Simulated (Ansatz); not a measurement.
# PtS2 monolayer (2H): phonons and vibrational spectra, part 2 of 2

Aim: the phonons of PtS2 monolayer (2H) at a cell relaxed beforehand at this level. After the zone centre comes a 6×6×1 q mesh on a 18×18×1 k mesh.

Ansatz 0.2.0; DFT PBE, scalar-relativistic, plane waves, PAW; PAW set soft_1.

So far. Step 2 (Modes at Γ): Before it was imposed, the acoustic sum rule was missed by 1.8e-5 eV/Å². Small misses are needed for a sound result but don't prove that mesh and cutoff are converged. The lowest optical mode is imaginary, 65.0i cm⁻¹, so the energy falls along it.

### 3. The dispersion (continued)

The phonon density of states has structure finer than the step of the table below, so its rows give means over 20 cm⁻¹, whole bins alone (the curve runs from -132 to 308 cm⁻¹). Peaks (cm⁻¹: height): -77.5: 0.0402, 52.5: 0.0560, 67.5: 0.0689, 142.5: 0.0437, 177.5: 0.0437, 197.5: 0.0545, 267.5: 0.0380.

Tetrahedra on a 24×24×1 mesh, mean over bins of 5 cm-1. Interpolated from a 6×6×1 q mesh. Phonon density of states against wavenumber; means over each step:

```
wavenumber (cm⁻¹)  phonon density of states (1/cm⁻¹/cell)
             -120                                  0.0103
             -100                                 0.00862
              -80                                  0.0262
              -60                                  0.0176
              -40                                 0.00963
              -20                                 0.00659
                0                                 0.00849
               20                                  0.0158
               40                                  0.0340
               60                                  0.0467
               80                                  0.0263
              100                                  0.0260
              120                                  0.0227
              140                                  0.0312
              160                                  0.0203
              180                                  0.0293
              200                                  0.0358
              220                                  0.0205
              240                                 0.00344
              260                                 0.00946
              280                                  0.0261
```

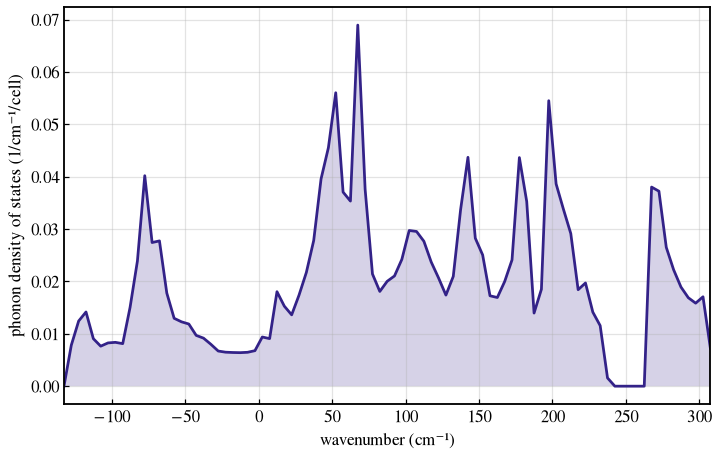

Phonon density of states, plotted against wavenumber.

The partial phonon density of states has structure finer than the step of the table below, so its rows give means over 25 cm⁻¹, whole bins alone (the curve runs from -138 to 326 cm⁻¹). Peaks (cm⁻¹: height): Pt -68.2: 0.0214, -47.8: 0.0161, 69.0: 0.0423; S 66.1: 0.0290, 86.5: 0.0205, 101.1: 0.0273, 142.0: 0.0325, 179.9: 0.0386, 200.3: 0.0444, 270.4: 0.0363.

Phonopy on the run's constants, 19x19x1 mesh, Gaussian sigma 3.3 cm-1. Interpolated from a 6×6×1 q mesh. Table of partial phonon density of states by wavenumber; means over each step; values in 1/cm⁻¹/cell:

```
wavenumber (cm⁻¹)       Pt        S
             -125  0.00523  0.00277
             -100  0.00697  0.00236
              -75   0.0182  0.00837
              -50  0.00950  0.00418
              -25  0.00438  0.00260
                0  0.00318  0.00131
               25   0.0125  0.00832
               50   0.0250   0.0155
               75   0.0200   0.0159
              100  0.00474   0.0211
              125  0.00378   0.0195
              150  0.00315   0.0242
              175   6.6e-4   0.0265
              200   5.0e-4   0.0332
              225   2.8e-4   0.0155
              250   3.8e-5   9.5e-4
              275  0.00151   0.0244
              300   3.1e-4   0.0130
```

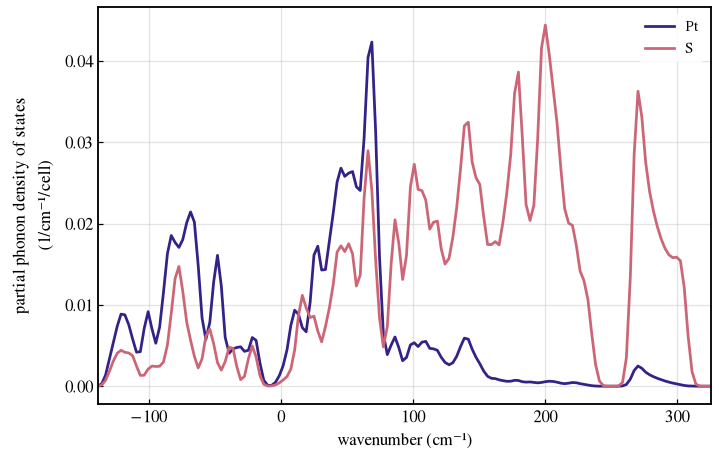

Partial phonon density of states, plotted against wavenumber.

Symmetry leaves 7 wavevectors to solve. The lowest mode among them, the acoustic zeros apart, lies at q = (0.167, 0.167, 0) and is imaginary, 116.1i cm⁻¹, so the energy falls along it. Between them the interpolated path dips to 129i cm⁻¹.

### 4. Another isotope

An isotope changes the mass and not the force constants, so no new electronic calculation is needed; the shifts show which modes move this element.

The same force constants with the mass of S changed from 32.060 to 33.968 u (phonopy, no LO-TO term). Both lists are sorted by frequency; levels can cross, so a row need not hold one and the same mode. Modes under 3 cm⁻¹ are left out. Isotope shifts, by row:

```
         q  rank  natural mass (cm⁻¹)  changed mass (cm⁻¹)
     0 0 0     1               -65.03               -63.64
     0 0 0     2               -65.03               -63.64
     0 0 0     6                82.38                80.62
     0 0 0     7                127.1                123.5
     0 0 0     8                127.1                123.5
     0 0 0     9                306.7                297.9
0 0.1667 0     1               -115.7               -114.2
0 0.1667 0     2               -84.93               -83.97
0 0.1667 0     3               -82.12               -80.39
0 0.1667 0     4                17.44                 17.3
0 0.1667 0     5                 34.6                33.61
0 0.1667 0     6                   66                64.85
0 0.1667 0     7                78.11                76.86
0 0.1667 0     8                156.1                151.7
0 0.1667 0     9                301.5                  293
0 0.3333 0     1               -69.04               -68.81
0 0.3333 0     2               -58.24               -58.13
0 0.3333 0     3                50.95                 49.5
0 0.3333 0     4                54.12                53.67
0 0.3333 0     5                94.71                92.76
0 0.3333 0     6                136.9                133.3
0 0.3333 0     7                172.2                167.6
0 0.3333 0     8                195.1                189.6
0 0.3333 0     9                283.1                275.5
  0 -0.5 0     1                47.19                47.14
  0 -0.5 0     2                71.53                71.36
  0 -0.5 0     3                77.38                   77
  0 -0.5 0     4                103.2                100.2
  0 -0.5 0     5                156.6                152.8
  0 -0.5 0     6                177.2                172.3
  0 -0.5 0     7                195.8                190.2
  0 -0.5 0     8                  222                215.9
  0 -0.5 0     9                266.3                259.1
```

A mode of this element alone would shift by -2.85 %. The highest zone-centre frequency without the field goes from 306.7 to 297.9 cm⁻¹ (-2.8 %).

### 5. Outcome

* space group (within 0.01 Å): P-6m2
* area per atom: 3.51 Å²
* electronic character: no gap on this mesh
* highest optical mode at the zone centre (no LO-TO term): 307 cm⁻¹
* lowest optical zone-centre mode: -65.0 cm⁻¹
* lowest mode on the q mesh (acoustic modes at Γ apart): -116 cm⁻¹
* highest frequency on the path or at a solved wavevector: 307 cm⁻¹
* imaginary modes on the 6×6×1 q mesh: yes

What this shows: Modes are clearly imaginary (beyond 10i cm⁻¹) at 6 of the 7 irreducible wavevectors, most at q = (0.167, 0.167, 0) (116.1i cm⁻¹), so this structure is not a minimum of the energy. The optical modes at Γ span -65 to 307 cm⁻¹ (negative means imaginary). The highest mode in this list at Γ, 306.7 cm⁻¹, is mostly motion of S (100 % of the kinetic energy). With no gap, or one that is small against the smearing, the frequencies hang on the k mesh and the smearing, most of all near Kohn anomalies. In a sheet or slab the interpolated bending branch near Γ is rough, since the rotational sum rule isn't imposed. A semilocal functional can close a gap that the real compound would have, so the metallic treatment may be an artefact of the level. Spin-orbit coupling is left out, which can matter for the heavy elements here. A phonon run warned that its eigensolver left some bands unconverged in a pass. The starting cell was built on a prototype and not taken from a measurement. These are harmonic frequencies at zero temperature: anharmonic shifts, linewidths and thermal expansion are left out.

[Logs are printed without paths, hosts, clocks, repeated set-up lines and the standing remarks that a program may print on its own settings, such as how far it seeks lower states.]

[Hosts, paths, dates, database ids (printed as entryN), source tags and the programs' standing remarks are cut or masked in the printed files.]
